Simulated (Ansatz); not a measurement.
# Run report: CH4ClGa, geometry relaxation

CH4ClGa, computed with RKS r2SCAN-D4/def2-SVP (Ansatz 0.2.0).

It belongs to a series of runs on one base structure; here: end point B relaxed. Figures and captions count atoms from 1; the log counts them from 0 in places.

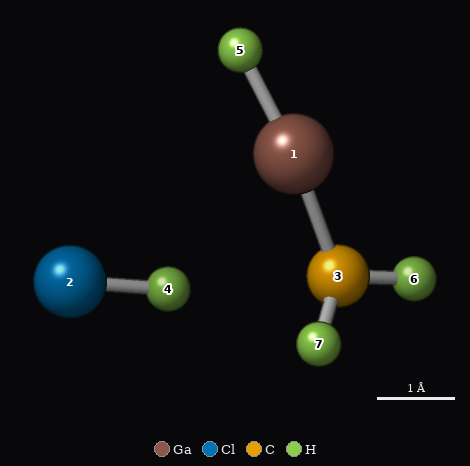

**Figure 1.** The input geometry (ball-and-stick view, seen at a tilt; atoms are numbered from 1 in the order of the input). Sticks mark near contacts.

**The input**
```yaml
crystal:
  periodic: [false, false, false]
  atoms:
    - { symbol: Ga, position_ang: [-0.026265, 0.538349, 1.194479] }
    - { symbol: Cl, position_ang: [1.834967, -1.729118, -0.7825] }
    - { symbol: C, position_ang: [-0.831914, 0.572381, -0.415223] }
    - { symbol: H, position_ang: [0.596257, -1.26602, -0.82247] }
    - { symbol: H, position_ang: [0.636458, 0.107581, 2.510942] }
    - { symbol: H, position_ang: [-1.919762, 0.732458, -0.436126] }
    - { symbol: H, position_ang: [-0.289841, 1.044268, -1.249003] }
basis:
  gaussian: { orbitals: def2-SVP }
hamiltonian:
  xc: r2scan
  dispersion: d4
relax:
  f_tol: 0.03
  max_steps: 50
output:
  orbitals: {}
```

Hardware: 2 threads of Intel Xeon (Sapphire Rapids), 64 GiB of memory available, shared host.

Launched with:
```bash
ansatz run input.yaml --threads 2 --pin off --max-ram 3072MiB --backend cpu --events-out ev --progress --plain --runs-dir out
```

**What the program printed**
```
The last accepted step is kept in [file] (removed where the run ends without a failure and the disk answers)
Engine: ansatz 0.2.0, x86_64-unknown-linux-gnu
Functional definition: r2SCAN
  parameter k0 = 0.174
  parameter k1 = 0.065
  parameter a1 = 4.9479
  exchange = r2scan_x(k0 = k0, k1 = k1, a1 = a1)
  correlation = r2scan_c
940 factors; their error is unknown
mean field evaluation 1: about -65976.3881 eV, gradient 6.6e1 eV
mean field evaluation 2: about -65904.0619 eV, gradient 1.4e2 eV
mean field evaluation 4: about -65986.9419 eV, gradient 1.4e1 eV
mean field evaluation 8: about -65987.6988 eV, gradient 9.3e-2 eV
mean field evaluation 16: about -65987.6550 eV, gradient 4.2e-5 eV
mean field -65987.65495754 eV, -2425.0015916508 hartree, gradient 4.2e-5 eV, S^2 0.000000; 0 other end points of the search recorded, 0 dependent functions left out
the calculation of the forces begins
reference -65987.65496748 eV, -2425.0015920160 hartree; 29, 29 occupied and 55, 55 virtual orbitals, 940 factors
relax step   1: F+E_penalty+E_count = -65987.68454052 eV  Δ(F+E_penalty+E_count) = +0.000e0 eV  max|allowed force component| = 2.619e-1 eV/Å  Δτ_max = 0.0000 Å  (27 SCF iters, accepted)
these checks for a lower state are left out or cut short: starts, cluster_reference, orbital_swaps, neighbouring_geometries, increment
940 factors; their error is unknown
mean field -65987.73144900 eV, -2425.0044026601 hartree, gradient 1.4e-5 eV, S^2 0.000000; 0 other end points of the search recorded, 0 dependent functions left out
[... from here on the field's lines of each further geometry are left out, up to the last ...]
relax step   2: F+E_penalty+E_count = -65987.76176458 eV  Δ(F+E_penalty+E_count) = -7.722e-2 eV  max|allowed force component| = 5.117e-1 eV/Å  Δτ_max = 0.1950 Å  (30 SCF iters, accepted)
relax step   3: F+E_penalty+E_count = -65987.82728527 eV  Δ(F+E_penalty+E_count) = -6.552e-2 eV  max|allowed force component| = 1.133e0 eV/Å  Δτ_max = 0.1952 Å  (31 SCF iters, accepted)
relax step   4: F+E_penalty+E_count = -65987.96278031 eV  Δ(F+E_penalty+E_count) = -1.355e-1 eV  max|allowed force component| = 1.504e0 eV/Å  Δτ_max = 0.1952 Å  (36 SCF iters, accepted)
relax step   5: F+E_penalty+E_count = -65988.20280344 eV  Δ(F+E_penalty+E_count) = -2.400e-1 eV  max|allowed force component| = 1.889e0 eV/Å  Δτ_max = 0.1086 Å  (36 SCF iters, accepted)
relax step   6: F+E_penalty+E_count = -65988.93058328 eV  Δ(F+E_penalty+E_count) = -7.278e-1 eV  max|allowed force component| = 2.847e0 eV/Å  Δτ_max = 0.1953 Å  (36 SCF iters, accepted)
relax step   7: F+E_penalty+E_count = -65989.88599410 eV  Δ(F+E_penalty+E_count) = -9.554e-1 eV  max|allowed force component| = 2.494e0 eV/Å  Δτ_max = 0.1997 Å  (34 SCF iters, accepted)
relax step   8: F+E_penalty+E_count = -65990.53068634 eV  Δ(F+E_penalty+E_count) = -6.447e-1 eV  max|allowed force component| = 2.271e0 eV/Å  Δτ_max = 0.1961 Å  (36 SCF iters, accepted)
relax step   9: F+E_penalty+E_count = -65990.86446559 eV  Δ(F+E_penalty+E_count) = -3.338e-1 eV  max|allowed force component| = 1.937e0 eV/Å  Δτ_max = 0.1951 Å  (27 SCF iters, accepted)
relax step  10: F+E_penalty+E_count = -65991.15738203 eV  Δ(F+E_penalty+E_count) = -2.929e-1 eV  max|allowed force component| = 9.512e-1 eV/Å  Δτ_max = 0.1979 Å  (34 SCF iters, accepted)
relax step  11: F+E_penalty+E_count = -65991.24886713 eV  Δ(F+E_penalty+E_count) = -9.149e-2 eV  max|allowed force component| = 7.263e-1 eV/Å  Δτ_max = 0.1281 Å  (28 SCF iters, accepted)
relax step  12: F+E_penalty+E_count = -65991.33916977 eV  Δ(F+E_penalty+E_count) = -9.030e-2 eV  max|allowed force component| = 2.153e-1 eV/Å  Δτ_max = 0.1971 Å  (28 SCF iters, accepted)
relax step  13: F+E_penalty+E_count = -65991.33092201 eV  Δ(F+E_penalty+E_count) = +8.248e-3 eV  max|allowed force component| = 3.554e-1 eV/Å  Δτ_max = 0.1798 Å  (28 SCF iters, rejected (line search))
relax step  14: F+E_penalty+E_count = -65991.35226779 eV  Δ(F+E_penalty+E_count) = -1.310e-2 eV  max|allowed force component| = 5.700e-2 eV/Å  Δτ_max = 0.0865 Å  (28 SCF iters, accepted)
the calculation of the forces begins
reference -65991.32355731 eV, -2425.1364102055 hartree; 29, 29 occupied and 55, 55 virtual orbitals, 940 factors
relax step  15: F+E_penalty+E_count = -65991.35264628 eV  Δ(F+E_penalty+E_count) = -3.785e-4 eV  max|allowed force component| = 1.069e-2 eV/Å  Δτ_max = 0.0099 Å  (30 SCF iters, accepted)
940 factors; their error is unknown
mean field evaluation 128: about -65991.3707 eV, gradient 1.2e-1 eV
```

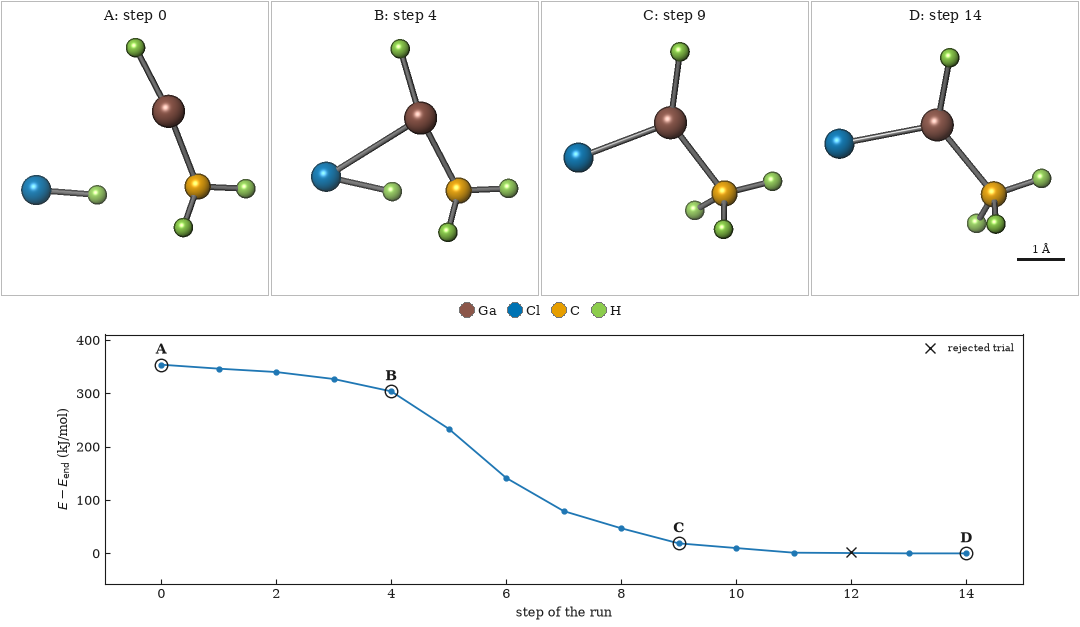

**Figure 2.** Frames of the relaxation (ball-and-stick view, seen at a tilt) above the curves, on which the letters mark them (the first geometry is step 0 here and step 1 in the log).

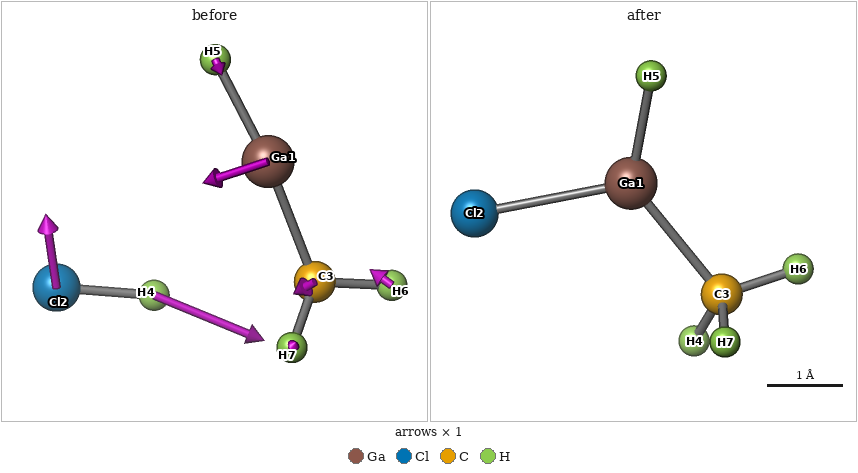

**Figure 3.** Before (left) and after (right) the relaxation, at one scale (ball-and-stick view, seen at a tilt). The pink arrows give the displacements, at true length. H4 moves most after the best rigid fit: 1.61 Å. By element the largest moves are H 1.61 Å, Cl 1.12 Å, Ga 1.01 Å, C 0.40 Å. Among the contacts that change: Cl2–H4 1.323 → 3.479 Å, Ga1–Cl2 3.538 → 2.168 Å, C3–H4 2.363 → 1.100 Å, Ga1–C3 1.800 → 1.948 Å. New bonds form: C3–H4 (2.36 → 1.10 Å), Ga1–Cl2 (3.54 → 2.17 Å). Bonds break: Cl2–H4 (1.32 → 3.48 Å). Among the angles that change: C3–Ga1–H5 164.8° → 131.0°, Ga1–C3–H7 117.7° → 108.9°, H6–C3–H7 114.2° → 107.9°. The energy falls by 353.9 kJ/mol in 14 geometry steps. Largest force component: 0.26 eV/Å at the start, 0.011 eV/Å at the end. The line search rejected the trial step at point 12 (counted from 0) and went back. (Atoms are counted from 1 in the order of the input.)

```
mean field -65991.32354708 eV, -2425.1364098294 hartree, gradient 1.5e-5 eV, S^2 0.000000; 1 other end points of the search recorded, 0 dependent functions left out
the calculation of the forces begins
reference -65991.32355731 eV, -2425.1364102055 hartree; 29, 29 occupied and 55, 55 virtual orbitals, 940 factors
Total energy: -65991.35265651 eV, -2425.1374795813 hartree
Atom 0 at     0.577715    -0.173706     0.806104 Å, force     0.010116     0.004178     0.010692 eV/Å
Atom 1 at     2.216544    -1.466181     0.220914 Å, force    -0.001466    -0.000076    -0.000876 eV/Å
Atom 2 at    -0.679981     0.270521    -0.613650 Å, force    -0.010021    -0.006920    -0.003201 eV/Å
Atom 3 at    -0.763367    -0.560146    -1.329300 Å, force    -0.000107    -0.010257    -0.010417 eV/Å
Atom 4 at     0.626877     0.260104     2.300076 Å, force    -0.001475    -0.001432    -0.000767 eV/Å
Atom 5 at    -1.676352     0.520940    -0.220607 Å, force    -0.004375     0.004373     0.006793 eV/Å
Atom 6 at    -0.301536     1.148368    -1.163437 Å, force     0.007330     0.010136    -0.002225 eV/Å
Dipole moment:    -0.427510     0.292645    -0.022277 e Å
```

**Trajectory as extended XYZ (Å, eV, eV/Å), 15 frames, from step=1 to step=15**
```
7
Properties=species:S:1:pos:R:3:forces:R:3 step=1 energy=-65987.68454
Ga   -0.0263    0.5383    1.1945    0.0696  -0.0669  -0.0566
Cl    1.8350   -1.7291   -0.7825   -0.2619   0.1452   0.0396
C    -0.8319    0.5724   -0.4152    0.1052  -0.0786  -0.0436
H     0.5963   -1.2660   -0.8225    0.0858   0.0889   0.0462
H     0.6365    0.1076    2.5109   -0.0067  -0.0083   0.0110
H    -1.9198    0.7325   -0.4361    0.0463  -0.0186  -0.0251
H    -0.2898    1.0443   -1.2490   -0.0384  -0.0617   0.0286
7
Properties=species:S:1:pos:R:3:forces:R:3 step=2 energy=-65987.76177
Ga    0.0240    0.4845    1.1648    0.1626  -0.0536   0.0687
Cl    1.7193   -1.6263   -0.7181    0.3583  -0.0862   0.0658
C    -0.7884    0.5053   -0.4414   -0.0220  -0.0959  -0.1348
H     0.5094   -1.0984   -0.7735   -0.5117   0.2789   0.0130
H     0.6632    0.0706    2.4985   -0.0180  -0.0158   0.0182
H    -1.8737    0.6827   -0.4547    0.0275  -0.0019  -0.0175
H    -0.2538    0.9815   -1.2756    0.0033  -0.0255  -0.0134
7
Properties=species:S:1:pos:R:3:forces:R:3 step=3 energy=-65987.82729
Ga    0.0981    0.4224    1.1224    0.2989  -0.0751   0.1989
Cl    1.6316   -1.4696   -0.6415    1.1309  -0.3955   0.1686
C    -0.7486    0.4389   -0.4711   -0.3442  -0.0158  -0.2586
H     0.3926   -0.9979   -0.7302   -1.1332   0.5082  -0.0936
H     0.6754    0.0268    2.4923   -0.0268  -0.0165   0.0074
H    -1.8267    0.6661   -0.4595    0.0630   0.0331  -0.0172
H    -0.2224    0.9131   -1.3123    0.0114  -0.0384  -0.0054
7
Properties=species:S:1:pos:R:3:forces:R:3 step=4 energy=-65987.96278
Ga    0.1907    0.3378    1.0550    0.4858  -0.1562   0.3596
Cl    1.5962   -1.3489   -0.4923    1.3294  -0.3910   0.3188
C    -0.7507    0.3880   -0.5004   -0.4299   0.0885  -0.3646
H     0.3178   -0.8788   -0.7282   -1.5043   0.4421  -0.2007
H     0.6866   -0.0357    2.4694   -0.0612   0.0385  -0.0252
H    -1.8081    0.7112   -0.4364    0.2136  -0.1275  -0.1138
H    -0.2327    0.8264   -1.3670   -0.0332   0.1056   0.0260
7
Properties=species:S:1:pos:R:3:forces:R:3 step=5 energy=-65988.20280
Ga    0.2608    0.2934    1.0170    0.5582  -0.2357   0.3627
Cl    1.5943   -1.3235   -0.4395    1.2850  -0.3587   0.4905
C    -0.7260    0.3736   -0.5306    0.1785  -0.2881  -0.5356
H     0.2152   -0.8603   -0.6982   -1.8886   0.9598  -0.3535
H     0.6810   -0.0323    2.4690   -0.0152   0.0637  -0.0160
H    -1.7864    0.6508   -0.4455   -0.0745  -0.1344  -0.0748
H    -0.2390    0.8982   -1.3721   -0.0434  -0.0066   0.1268
7
Properties=species:S:1:pos:R:3:forces:R:3 step=6 energy=-65988.93058
Ga    0.3194    0.2454    0.9987    1.1214  -0.7229   0.3162
Cl    1.6335   -1.3073   -0.3671    1.0856  -0.0496   0.8675
C    -0.7039    0.3426   -0.5492    0.6653  -0.6590  -0.7350
H     0.0571   -0.7481   -0.7219   -2.8470   1.3964  -0.3743
H     0.6913   -0.0328    2.4757   -0.0494   0.2180  -0.0115
H    -1.7702    0.6107   -0.4600    0.0329  -0.5209  -0.1722
H    -0.2273    0.8895   -1.3760   -0.0088   0.3380   0.1093
7
Properties=species:S:1:pos:R:3:forces:R:3 step=7 energy=-65989.88599
Ga    0.3797    0.1880    0.9769    1.3628  -1.0045   0.1205
Cl    1.7283   -1.3114   -0.2887    0.5122   0.3737   1.0367
C    -0.6934    0.3314   -0.5650    0.6780  -0.0689  -0.5801
H    -0.1256   -0.6755   -0.7568   -2.4937   0.6371  -0.5653
H     0.6943   -0.0211    2.4797   -0.0656   0.2922  -0.0235
H    -1.7613    0.5805   -0.4707    0.0415  -0.6505  -0.1703
H    -0.2221    0.9079   -1.3753   -0.0352   0.4209   0.1819
7
Properties=species:S:1:pos:R:3:forces:R:3 step=8 energy=-65990.53069
Ga    0.4641    0.1125    0.9526    0.5946  -0.6051   0.0876
Cl    1.7839   -1.2863   -0.1997    0.6513   0.0425   0.6381
C    -0.6705    0.3226   -0.5823   -0.7203   2.2706   0.5374
H    -0.3086   -0.6359   -0.8151   -0.7714  -2.0129  -1.1472
H     0.6938    0.0047    2.4864   -0.0323   0.2874  -0.0907
H    -1.7470    0.5405   -0.4791    0.2314  -0.3700  -0.0750
H    -0.2157    0.9418   -1.3627    0.0466   0.3874   0.0497
7
Properties=species:S:1:pos:R:3:forces:R:3 step=9 energy=-65990.86447
Ga    0.5118    0.0528    0.9413   -0.1360  -0.2473  -0.2121
Cl    1.8784   -1.2882   -0.1166    0.5815  -0.0892   0.2995
C    -0.6830    0.3674   -0.5736    1.5919  -1.9375  -0.4789
H    -0.4451   -0.7285   -0.9193   -0.9860   1.7990   0.0657
H     0.6956    0.0397    2.4834   -0.0220   0.2225  -0.0599
H    -1.7330    0.5433   -0.4725   -0.9604   0.2467   0.2215
H    -0.2247    1.0134   -1.3425   -0.0690   0.0057   0.1642
7
Properties=species:S:1:pos:R:3:forces:R:3 step=10 energy=-65991.15738
Ga    0.5523   -0.0737    0.8692   -0.0798   0.2471   0.3590
Cl    2.0139   -1.3847   -0.0464    0.3393  -0.1089   0.2366
C    -0.6613    0.3242   -0.5946    0.4512  -0.7942  -0.1718
H    -0.5289   -0.6927   -1.0737   -0.6481   0.9512  -0.0406
H     0.5802    0.1902    2.4266    0.1321  -0.1061  -0.3634
H    -1.6916    0.5466   -0.2950   -0.1025  -0.0504  -0.1455
H    -0.2647    1.0901   -1.2860   -0.0923  -0.1387   0.1257
7
Properties=species:S:1:pos:R:3:forces:R:3 step=11 energy=-65991.24887
Ga    0.5764   -0.1100    0.8548   -0.2581   0.3368   0.3362
Cl    2.0740   -1.4373    0.0345    0.2242  -0.0754   0.1742
C    -0.6569    0.3198   -0.6092    0.0990  -0.7263   0.1236
H    -0.6116   -0.6519   -1.1626   -0.1713   0.6709  -0.0794
H     0.6016    0.2316    2.4145    0.1071  -0.1716  -0.5524
H    -1.6920    0.5043   -0.2853    0.0513   0.1221  -0.0316
H    -0.2916    1.1435   -1.2464   -0.0523  -0.1565   0.0295
7
Properties=species:S:1:pos:R:3:forces:R:3 step=12 energy=-65991.33917
Ga    0.5645   -0.1244    0.8125    0.0658  -0.1350   0.1705
Cl    2.1803   -1.4285    0.2002    0.1096  -0.0478  -0.0617
C    -0.6800    0.2874   -0.6205   -0.0403  -0.1254  -0.0216
H    -0.7373   -0.6025   -1.2752   -0.0389   0.2153   0.0515
H     0.6477    0.1914    2.3351   -0.0716   0.1046  -0.0476
H    -1.6803    0.5428   -0.2389    0.0181   0.0161  -0.0692
H    -0.2949    1.1336   -1.2131   -0.0427  -0.0278  -0.0220
7
Properties=species:S:1:pos:R:3:forces:R:3 step=13 energy=-65991.33092 accepted=F
Ga    0.5751   -0.2413    0.7870    0.0629   0.3554   0.0268
Cl    2.2449   -1.4975    0.2612    0.0435  -0.1309  -0.0408
C    -0.6757    0.2627   -0.6041   -0.2287  -0.1273  -0.2940
H    -0.7720   -0.5268   -1.3685   -0.0178   0.1036   0.0349
H     0.6119    0.3292    2.2253    0.0271  -0.0798   0.2200
H    -1.6715    0.4965   -0.1928    0.0535  -0.0507   0.0046
H    -0.3128    1.1771   -1.1080    0.0595  -0.0703   0.0484
7
Properties=species:S:1:pos:R:3:forces:R:3 step=14 energy=-65991.35227
Ga    0.5809   -0.1738    0.8045    0.0275   0.0030   0.0472
Cl    2.2170   -1.4714    0.2172   -0.0194   0.0195   0.0187
C    -0.6767    0.2711   -0.6136   -0.0506  -0.0386  -0.0570
H    -0.7628   -0.5616   -1.3301    0.0110   0.0553   0.0322
H     0.6184    0.2651    2.3006    0.0160  -0.0230  -0.0416
H    -1.6724    0.5183   -0.2149    0.0101   0.0001  -0.0041
H    -0.3044    1.1523   -1.1636    0.0054  -0.0164   0.0046
7
Properties=species:S:1:pos:R:3:forces:R:3 step=15 energy=-65991.35265
Ga    0.5777   -0.1737    0.8061    0.0101   0.0042   0.0107
Cl    2.2165   -1.4662    0.2209   -0.0015  -0.0001  -0.0009
C    -0.6800    0.2705   -0.6137   -0.0100  -0.0069  -0.0032
H    -0.7634   -0.5601   -1.3293   -0.0001  -0.0103  -0.0104
H     0.6269    0.2601    2.3001   -0.0015  -0.0014  -0.0008
H    -1.6764    0.5209   -0.2206   -0.0044   0.0044   0.0068
H    -0.3015    1.1484   -1.1634    0.0073   0.0101  -0.0022
```

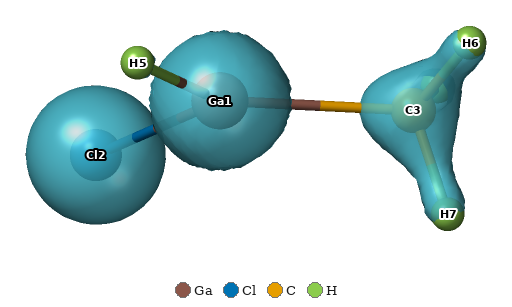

**Figure 4.** Isosurface of the total electron density at 1.5 e/Å³ (cyan), seen from the side. At this value the surface falls into four separate pieces. It is pinched off along the C–Ga (1.95 Å), Ga–Cl (2.17 Å) and Ga–H (1.56 Å) contacts. On the grid the lowest density along these lines, outside the cores, is 0.8 e/Å³ (C–Ga, 1.95 Å), 0.6 e/Å³ (Ga–Cl, 2.17 Å), 1.8 e/Å³ (C–H, 1.10 Å) and 0.78 e/Å³ (Ga–H, 1.56 Å).

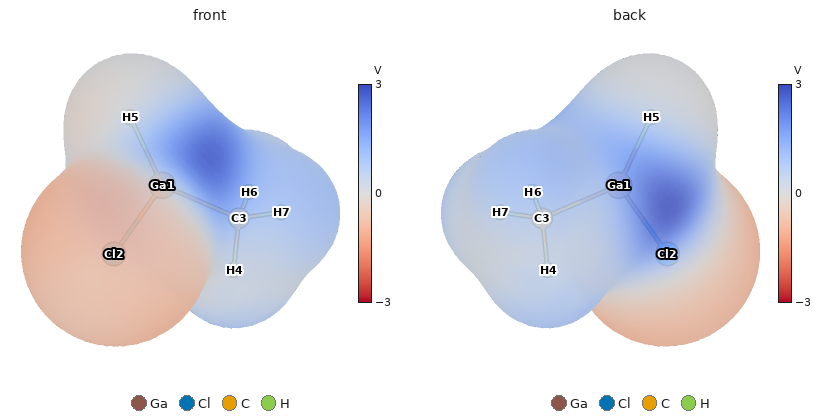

**Figure 5.** The electrostatic potential painted on the density surface at 0.002 e/bohr³, seen at a tilt and from behind; red is negative and blue positive.

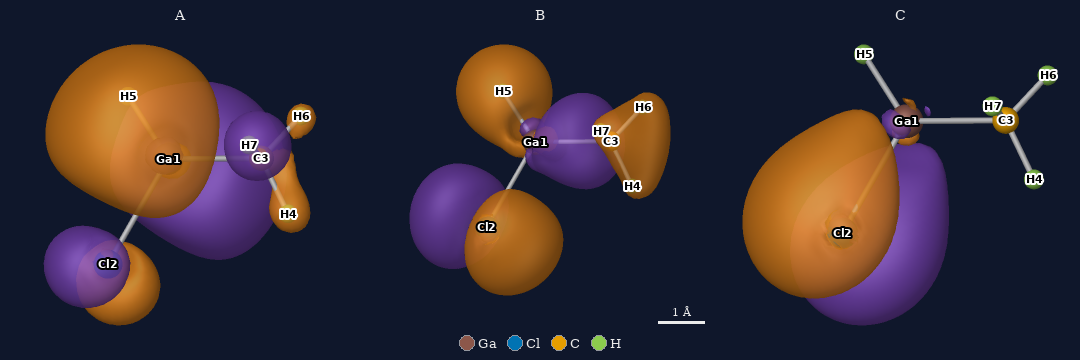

**Figure 6.** Three frontier orbitals at ±0.08 Å⁻³ᐟ² (orange and purple are the two phases). C is the HOMO−1 (−7.76 eV). B is the HOMO (−7.02 eV). A is the LUMO (−1.77 eV). It lies mainly on Ga1 (75 %) and Cl2 (10 %). The HOMO–LUMO gap is 5.25 eV between the orbital energies.

**Results in brief**

| quantity | value |
| --- | --- |
| outcome | converged |
| total energy | −65991.3527 eV |
| mean-field energy | −65991.3236 eV |
| largest force (length of the vector) at the end | 0.015 eV/Å |
| wall time | 24 s (CPU time 46 s) |
| peak memory | 0.16 GiB |
